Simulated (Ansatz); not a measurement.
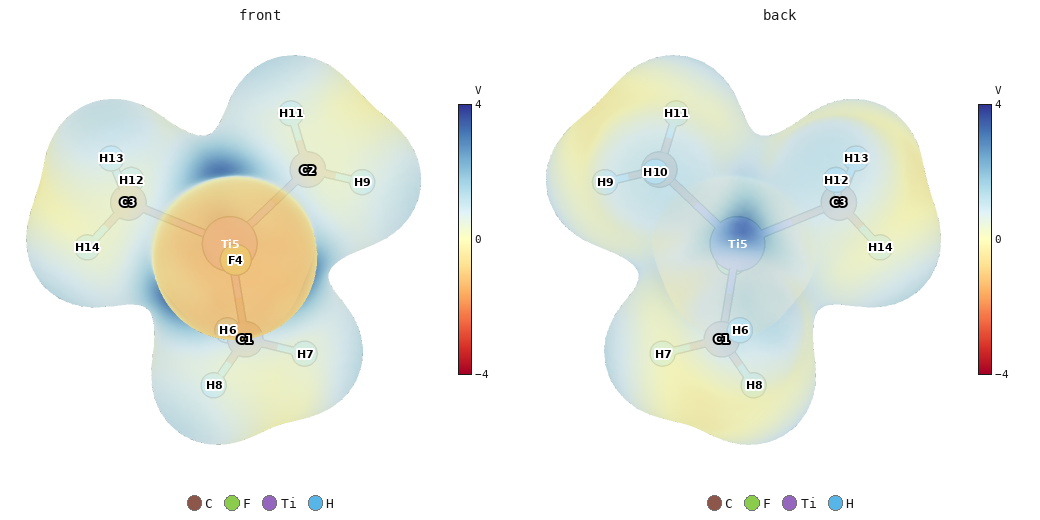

*C₃H₉FTi (SMILES [CH3][Ti]([CH3])([CH3])[F]). The electrostatic potential painted on the density surface at 0.004 e/bohr³, seen from the front and from behind; red is negative and blue positive.*

Geometry: PBE0-D4/def2-SVP.

All numbers below come from isolated molecule in a Gaussian basis; Kohn-Sham density functional theory, functional PBE0 in Ansatz 0.2.0.

```csv
atom,x (Å),y (Å),z (Å)
C,-1.5790,1.0803,-0.0277
C,1.2468,0.1916,1.4404
C,0.1158,-1.5285,-1.1467
F,1.1963,1.4000,-1.4536
Ti,0.3079,0.3595,-0.3734
H,-2.1885,0.2854,0.4372
H,-1.5199,1.9399,0.6631
H,-2.0576,1.4053,-0.9668
H,1.5816,1.1769,1.8061
H,0.5449,-0.2498,2.1697
H,2.1238,-0.4715,1.3369
H,-0.2116,-2.2143,-0.3455
H,1.0723,-1.8852,-1.5644
H,-0.6456,-1.5189,-1.9465
```

Which sites attract a positive test charge, and which a negative one?

Answer. A positive charge is drawn to the negative regions and a negative charge to the positive ones. The most negative region (about −1.2 V) lies over F4, the most positive (about +3.0 V) over Ti5.

How polar is the molecule by this calculation?

Answer. Its dipole moment is 1.51 D.
